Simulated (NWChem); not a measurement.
# TlF (SMILES [F][Tl]) at 6 levels

We compute a comparison of 6 runs (CAM-B3LYP/def2-TZVP, BLYP/def2-TZVPPD, MP2/def2-SVPD, MP2/def2-TZVPPD, CCSD/def2-TZVPPD, CCSD(T)/def2-TZVPPD) of TlF. 

The calculation is run with NWChem 7.3.0.

1 further run of the same task is left out (set aside as unsound or not needed).

**1. The structure to begin with**

TlF: 2 atoms, total charge 0, spin state singlet. SMILES: `[F][Tl]`. The bond length is the measured one.

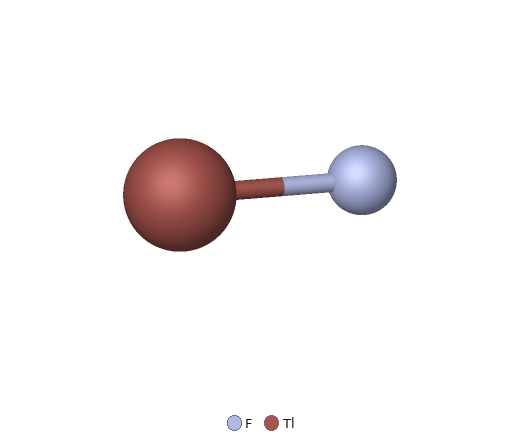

Viewed from a chosen angle; fluorine light blue, thallium brown.

**2. Energy and gradient at CAM-B3LYP/def2-TZVP (core potential) (run 1)**

Contents of test.nw:

```
start test
title "FTl"
memory total 2200 mb

geometry units bohr noautosym nocenter noautoz
  F    0.00000000   0.00000000   0.00000000
  Tl   0.00000000   0.00000000   3.93901694
end

basis spherical bse
  * library def2-TZVP
end

ecp bse
  Tl library def2-TZVP
end

dft
  xc xcamb88 1.00 lyp 0.81 vwn_5 0.19 hfexch 1.00
  cam 0.33 cam_alpha 0.19 cam_beta 0.46
  mult 1
  grid xfine
  convergence energy 1e-08
  direct
  iterations 100
  mulliken
end

task dft gradient
```

Launch:

```
$ nwchem test.nw > test.out
```

The program printed:

```text
[...]
          Wavefunction type:  closed shell.
          No. of atoms     :     2
          No. of electrons :    30
[...]
          Charge           :     0
          Spin multiplicity:     1
[...]
          AO basis - number of functions:    81
[...]
              XC Information
              --------------
                     Hartree-Fock (Exact) Exchange  1.000
                   CAM-Becke88 Exchange Functional  1.000
                      VWN V Correlation Functional  0.190 local
              Lee-Yang-Parr Correlation Functional  0.810
[...]
 d= 0,ls=0.0,diis     1   -272.2917593287 -3.20D+02  1.78D-02  9.32D-01     2.6
[...]
 d= 0,ls=0.0,diis    10   -272.4013882633 -2.01D-09  2.64D-07  1.20D-09    22.1
         Total DFT energy =     -272.401388263312
      One electron energy =     -538.058749370978
           Coulomb energy =      243.081001877658
    Exchange-Corr. energy =      -25.405155670509
 Nuclear repulsion energy =       47.981514900517
[...]
      Total Density - Mulliken Population Analysis
     ---------------------------------------------
    Atom       Charge   Shell Charges
 -----------   ------   -------------------------------------------------------
    1 F    9     9.57   0.77  1.20  0.62  0.94  0.43  2.28  2.06  1.27  0.00  0.00  0.00
    2 Tl  21    20.43   0.06 -0.59  1.84  0.70  1.18  0.77 -0.56  6.54  0.19  0.20  0.02  8.97  1.01  0.09  0.00  0.03
[...]
  wavefunction    = closed shell
[...]
                         DFT ENERGY GRADIENTS
    atom               coordinates                        gradient
                 x          y          z           x          y          z
   1 F       0.000000   0.000000   0.000000    0.000000   0.000000   0.003422
   2 Tl      0.000000   0.000000   3.939017   -0.000000  -0.000000  -0.003422
[...]
```

Run time: 35 s. Hardware: 1 thread of AMD EPYC 9R45 (Zen 5), shared host; peak memory 0.15 GiB.

**3. Energy and forces at BLYP/def2-TZVPPD (core potential) (run 2)**

Contents of run.py:

```python
from ase import Atoms
from ase.calculators.nwchem import NWChem

molecule = Atoms(['F', 'Tl'], positions=[
    [0.000000, 0.000000, 0.000000],
    [0.000000, 0.000000, 2.084438],
])

calc = NWChem(
    label='mol',
    theory='dft',
    memory='2200 mb',
    basis='def2-TZVPPD',
    basispar='spherical bse',
    dft={'xc': 'becke88 lyp', 'mult': '1', 'grid': 'fine', 'convergence': 'energy 1e-08', 'iterations': '100', 'mulliken': None},
    **{'ecp bse': {'Tl library': 'def2-TZVPPD'}},
)
molecule.calc = calc

forces = molecule.get_forces()
print("Total energy (eV):", round(molecule.get_potential_energy(), 6))
print("forces (eV/A):")
for s, f in zip(molecule.symbols, forces):
    print(f"{s:2s} {f[0]:10.5f} {f[1]:10.5f} {f[2]:10.5f}")
print("dipole (e A):", molecule.get_dipole_moment().round(4))
```

Launch:

```
$ export ASE_NWCHEM_COMMAND="nwchem PREFIX.nwi > PREFIX.nwo"
$ python run.py
```

The program printed:

```text
Total energy (eV): -7413.643111
forces (eV/A):
F    -0.00000   -0.00000   -0.91279
Tl    0.00000    0.00000    0.91279
dipole (e A): [-0.     -0.      0.8124]
```

The calculator wrote mol.nwi:

```
title "mol"

permanent_dir mol

scratch_dir mol

start mol

geometry units angstrom nocenter noautosym noautoz
  F  0.0000000000000000e+00 0.0000000000000000e+00 0.0000000000000000e+00
  Tl 0.0000000000000000e+00 0.0000000000000000e+00 2.0844380000000000e+00
end

memory 2200 mb

basis spherical bse noprint
   * library def2-TZVPPD
end

dft
  xc becke88 lyp
  mult 1
  grid fine
  convergence energy 1e-08
  iterations 100
  mulliken
end
ecp bse
  Tl library def2-TZVPPD
end

task dft gradient
```

mol.nwo (excerpt; [...] marks lines left out):

```text
[...]
         Total DFT energy =     -272.446361417466
[...]
  wavefunction    = closed shell
                         DFT ENERGY GRADIENTS
    atom               coordinates                        gradient
                 x          y          z           x          y          z
   1 F       0.000000   0.000000   0.000000    0.000000   0.000000   0.017751
   2 Tl      0.000000   0.000000   3.939017   -0.000000  -0.000000  -0.017751
[...]
```

It took 18 s on 1 thread of AMD EPYC 9R45 (Zen 5), shared host; peak memory 0.13 GiB.

**4. Energy and forces at MP2/def2-SVPD (core potential) (run 3)**

Contents of run.py:

```python
from ase import Atoms
from ase.calculators.nwchem import NWChem

molecule = Atoms(['F', 'Tl'], positions=[
    [0.000000, 0.000000, 0.000000],
    [0.000000, 0.000000, 2.084438],
])

calc = NWChem(
    label='geom',
    theory='mp2',
    memory='2200 mb',
    basis='def2-SVPD',
    basispar='spherical bse',
    scf={'nopen': '0', 'rhf': None, 'thresh': '1e-08', 'maxiter': '80'},
    mp2={'freeze': 'core 5', 'tight': None},
    **{'ecp bse': {'Tl library': 'def2-SVPD'}},
)
molecule.calc = calc

forces = molecule.get_forces()
print("Total energy (eV):", round(molecule.get_potential_energy(), 6))
print("forces (eV/A):")
for s, f in zip(molecule.symbols, forces):
    print(f"{s:2s} {f[0]:10.5f} {f[1]:10.5f} {f[2]:10.5f}")
```

Launch:

```
$ export ASE_NWCHEM_COMMAND="nwchem PREFIX.nwi > PREFIX.nwo"
$ python run.py
```

The program printed:

```text
Total energy (eV): -7379.814864
forces (eV/A):
F    -0.00000   -0.00000   -0.72742
Tl    0.00000    0.00000    0.72742
```

The calculator wrote geom.nwi:

```
title "geom"

permanent_dir geom

scratch_dir geom

start geom

geometry units angstrom nocenter noautosym noautoz
  F  0.0000000000000000e+00 0.0000000000000000e+00 0.0000000000000000e+00
  Tl 0.0000000000000000e+00 0.0000000000000000e+00 2.0844380000000000e+00
end

memory 2200 mb

basis spherical bse noprint
   * library def2-SVPD
end

scf
  nopen 0
  rhf
  thresh 1e-08
  maxiter 80
end
mp2
  freeze core 5
  tight
end
ecp bse
  Tl library def2-SVPD
end

task mp2 gradient
```

geom.nwo (excerpt; [...] marks lines left out):

```text
[...]
         Total SCF energy =   -270.923859871799
[...]
                         mp2 ENERGY GRADIENTS
    atom               coordinates                        gradient
                 x          y          z           x          y          z
   1 F       0.000000   0.000000   0.000000    0.000000   0.000000   0.014146
   2 Tl      0.000000   0.000000   3.939017   -0.000000  -0.000000  -0.014146
[...]
```

Run time: 9.3 s. Hardware: 1 thread of AMD EPYC 9R45 (Zen 5), shared host; peak memory 0.14 GiB.

Runs 4 to 5 aren't shown in full; the table further down has their settings and results.

**5. A single-point energy at CCSD(T)/def2-TZVPPD (core potential) (run 6)**

Contents of work.nw:

```
start work
memory stack 880 mb heap 220 mb global 1100 mb

geometry units angstrom noautosym nocenter noautoz
   F        0.000000       0.000000       0.000000
   Tl       0.000000       0.000000       2.084438
end

basis spherical bse
   * library def2-TZVPPD
end

ecp bse
   Tl library def2-TZVPPD
end

scf
   thresh 1e-08
   maxiter 80
end

ccsd
   freeze core 5
   maxiter 60
end

task ccsd(t) energy
```

Launch:

```
$ nwchem work.nw > work.out
```

The program printed:

```text
[...]
  functions       =    96
[...]
  wavefunction    = RHF
[...]
         Total SCF energy =   -271.044552872467
      One-electron energy =   -538.156815435520
      Two-electron energy =    219.130744254069
 Nuclear repulsion energy =     47.981518308984
        Time for solution =     14.7s
[...]
 Total MP2 energy:           -271.671364183892706
[...]
             energy      energy      error      ampl     ampl      Block
                                                time     time      time
[...]
 Total CCSD energy:           -271.641694632424162
[...]
 Total CCSD+T(CCSD) energy:           -271.660432125940133
[...]
 Total CCSD(T) energy:                -271.658364663350483
[...]
```

Run time: 2 min. Hardware: 1 thread of AMD EPYC 9R45 (Zen 5), shared host; peak memory 0.28 GiB.

**6. All runs side by side**

```
run                                 level  core potential  integration grid  energy (Eh)  dipole moment (D)  HOMO energy (eV)  LUMO energy (eV)  wall time
  1  CAM-B3LYP/def2-TZVP (core potential)       def2-TZVP             xfine  -272.401388               4.05             -9.23             -0.80       35 s
  2     BLYP/def2-TZVPPD (core potential)     def2-TZVPPD              fine  -272.446361               3.90             -6.63             -2.25       18 s
  3        MP2/def2-SVPD (core potential)       def2-SVPD                 –  -271.203196               4.14            -10.59              0.68      9.3 s
  4      MP2/def2-TZVPPD (core potential)     def2-TZVPPD                 –  -271.671364               4.46            -10.56              0.51       40 s
  5     CCSD/def2-TZVPPD (core potential)     def2-TZVPPD                 –  -271.641695                  –            -10.56              0.51    1.7 min
  6  CCSD(T)/def2-TZVPPD (core potential)     def2-TZVPPD                 –  -271.658365                  –            -10.56              0.51      2 min
```

**7. What came out**

```
                                          quantity          value
                               run 6: total energy  -271.65836 Eh
        run 6: HOMO energy (Hartree–Fock orbitals)      -10.56 eV
        run 6: LUMO energy (Hartree–Fock orbitals)        0.51 eV
      run 6: HOMO–LUMO gap (Hartree–Fock orbitals)       11.07 eV
run 6: correlation energy (5 core orbitals frozen)     -613.8 mEh
                             run 6: (T) correction     -16.67 mEh
```

What this shows: Over runs 1, 2, 3, 4 the dipole moment (its size) runs from 3.90 D (BLYP/def2-TZVPPD) to 4.46 D (MP2/def2-TZVPPD). Totals of different functionals can't be ranked against each other. All runs together took 5.4 min, the longest 2 min.
